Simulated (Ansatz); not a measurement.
# BClH3OP: rigid scan of one bond length

The task is a rigid scan of one bond length, for BClH3OP. SMILES: OB(P)Cl.

Program: Ansatz 0.2.0 through its Python package. Level of theory: PBE0/6-31G*. These are calculated values, not measurements.

## Step 1: Starting point

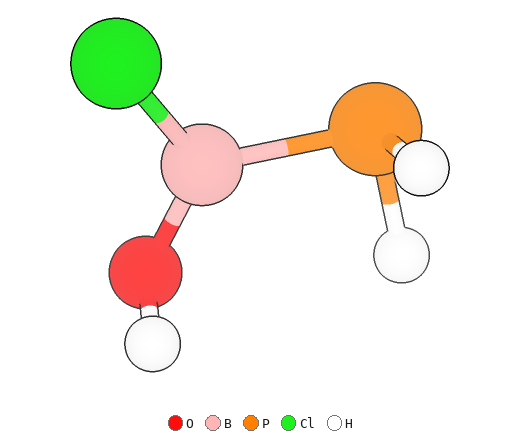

The structure that the script starts from, seen from a chosen angle (oxygen red, boron pink, phosphorus orange, chlorine green, hydrogen white).

The script holds or builds the structure itself.

## Step 2: The script

The input, bclh3op_scan.py:

```python
"""Stretching a bond of BClH3OP, the rest held rigid."""

import warnings

import ansatz as az
import numpy as np

BASIS = "6-31G*"
XC = "pbe0"

warnings.simplefilter("ignore", az.DeckWarning)

geometry_ang = [
    ("O", [-0.8158, 1.265, -0.3398]),
    ("B", [-0.61, -0.1299, -0.3289]),
    ("P", [0.3175, -0.9141, 1.1369]),
    ("Cl", [-1.1369, -1.1828, -1.7077]),
    ("H", [-0.0801, 1.6889, -0.8382]),
    ("H", [0.8169, 0.3753, 1.666]),
    ("H", [1.5697, -1.1704, 0.3661]),
]
geometry = az.Crystal.molecule()
for symbol, xyz in geometry_ang:
    geometry = geometry.atom(symbol, xyz)

symbols = [site.symbol for site in geometry.cartesian_sites]
start = np.array([site.position_ang for site in geometry.cartesian_sites])
axis = (start[0] - start[1]) / np.linalg.norm(start[0] - start[1])
moving = [0, 4]
lengths, energies = [1.241, 1.297, 1.354, 1.41, 1.466, 1.523, 1.579, 1.664], []
for length in lengths:
    xyz = start.copy()
    xyz[moving] += (length - np.linalg.norm(start[0] - start[1])) * axis
    point = az.Crystal.molecule()
    for symbol, place in zip(symbols, xyz):
        point = point.atom(symbol, place.tolist())
    calculation = point.calculation().basis(gaussian=BASIS).functional(XC)
    summary = calculation.run(threads=1).report
    energies.append(summary["free_energy_ev"])
    print(f"r = {length:6.3f} A  E = {energies[-1]:.5f} eV  <S^2> = {abs(summary['mean_field']['state']['spin_squared']):.3f}")

# quartic fit about the minimum
fit = np.polynomial.Polynomial.fit(lengths, np.array(energies) - min(energies), 4).convert()
roots = [r.real for r in fit.deriv().roots() if abs(r.imag) < 1e-9 and fit.deriv(2)(r.real) > 0]
r_e = min(roots, key=lambda r: abs(r - lengths[int(np.argmin(energies))]))
print(f"minimum of the fit at {r_e:.4f} A, force constant {fit.deriv(2)(r_e):.2f} eV/A^2")
```

## Step 3: The calls as engine input

The engine receives this input (first run):

```yaml
crystal:
  periodic: [false, false, false]
  atoms:
    - { symbol: O, position_ang: [-0.7911277953626501, 1.0977732835343081, -0.3384932602986049] }
    - { symbol: B, position_ang: [-0.61, -0.1299, -0.3289] }
    - { symbol: P, position_ang: [0.3175, -0.9141, 1.1369] }
    - { symbol: Cl, position_ang: [-1.1369, -1.1828, -1.7077] }
    - { symbol: H, position_ang: [-0.055427795362650106, 1.5216732835343083, -0.8368932602986049] }
    - { symbol: H, position_ang: [0.8169, 0.3753, 1.666] }
    - { symbol: H, position_ang: [1.5697, -1.1704, 0.3661] }
basis:
  gaussian:
    orbitals: "6-31G*"
hamiltonian:
  xc: pbe0
```

## Step 4: The run

Launch:

```
$ python bclh3op_scan.py
```

Output:

```text
r =  1.241 A  E = -24573.05467 eV  <S^2> = 0.000
r =  1.297 A  E = -24573.35357 eV  <S^2> = 0.000
r =  1.354 A  E = -24573.46019 eV  <S^2> = 0.000
r =  1.410 A  E = -24573.42525 eV  <S^2> = 0.000
r =  1.466 A  E = -24573.29190 eV  <S^2> = 0.000
r =  1.523 A  E = -24573.08562 eV  <S^2> = 0.000
r =  1.579 A  E = -24572.83593 eV  <S^2> = 0.000
r =  1.664 A  E = -24572.40338 eV  <S^2> = 0.000
minimum of the fit at 1.3654 A, force constant 41.51 eV/A^2
```

Run time: 18 s. Hardware: 1 thread of Arm Neoverse V2, shared host; peak memory 0.2 GiB.

## Step 5: What changed from run to run

The engine's inputs for some of the other runs:

Run 5, against run 1:

```diff
@@ -4 +4 @@
-    - { symbol: O, position_ang: [-0.7911277953626501, 1.0977732835343081, -0.3384932602986049] }
+    - { symbol: O, position_ang: [-0.8239672425476592, 1.3203570778898432, -0.3402325701835252] }
@@ -8 +8 @@
-    - { symbol: H, position_ang: [-0.055427795362650106, 1.5216732835343083, -0.8368932602986049] }
+    - { symbol: H, position_ang: [-0.08826724254765916, 1.7442570778898434, -0.8386325701835251] }
```

Run 6, against run 1:

```diff
@@ -4 +4 @@
-    - { symbol: O, position_ang: [-0.7911277953626501, 1.0977732835343081, -0.3384932602986049] }
+    - { symbol: O, position_ang: [-0.8322865691678614, 1.3767449724599121, -0.3406731953543717] }
@@ -8 +8 @@
-    - { symbol: H, position_ang: [-0.055427795362650106, 1.5216732835343083, -0.8368932602986049] }
+    - { symbol: H, position_ang: [-0.09658656916786146, 1.8006449724599123, -0.8390731953543716] }
```

Run 8, against run 1:

```diff
@@ -4 +4 @@
-    - { symbol: O, position_ang: [-0.7911277953626501, 1.0977732835343081, -0.3384932602986049] }
+    - { symbol: O, position_ang: [-0.8528659560704671, 1.5162308169227143, -0.34176316288225506] }
@@ -8 +8 @@
-    - { symbol: H, position_ang: [-0.055427795362650106, 1.5216732835343083, -0.8368932602986049] }
+    - { symbol: H, position_ang: [-0.11716595607046715, 1.9401308169227145, -0.840163162882255] }
```

## Step 6: Run by run

One row for each of the 8 runs:

| run | distance (Å) | energy from run 3 (eV) | SCF cycles | CPU time (s) |
| --- | --- | --- | --- | --- |
| 1 | 1.24 | 0.4055 | 17 | 2.2 |
| 2 | 1.30 | 0.1066 | 17 | 2.1 |
| 3 | 1.35 | 0.0000 | 17 | 2.1 |
| 4 | 1.41 | 0.0349 | 17 | 2.2 |
| 5 | 1.47 | 0.1683 | 17 | 2.4 |
| 6 | 1.52 | 0.3746 | 18 | 2.2 |
| 7 | 1.58 | 0.6243 | 17 | 2.1 |
| 8 | 1.66 | 1.0568 | 19 | 2.2 |

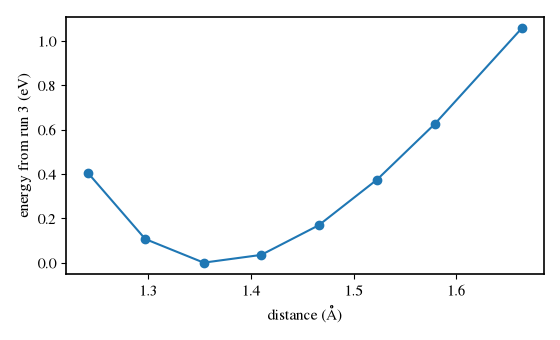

Energy against distance; lines join the points.

## Step 7: What came out

| quantity | value |
| --- | --- |
| bond length at the fit's minimum | 1.3654 Å |
| runs compared | 8 |
| range of energy | 1.057 eV |
| lowest point, distance (Å) | 1.35 |

What this shows: The curve has its lowest point inside the range, at 1.35. The ends stand 0.406 and 1.06 eV above it. The distance scanned is the script's pair 1, 0. Notes:
- The rest of the molecule is held rigid at a force-field or estimated start geometry, and the basis set is modest; single-reference methods fail as a bond breaks.
- The orbitals are restricted, so S² is zero by construction.
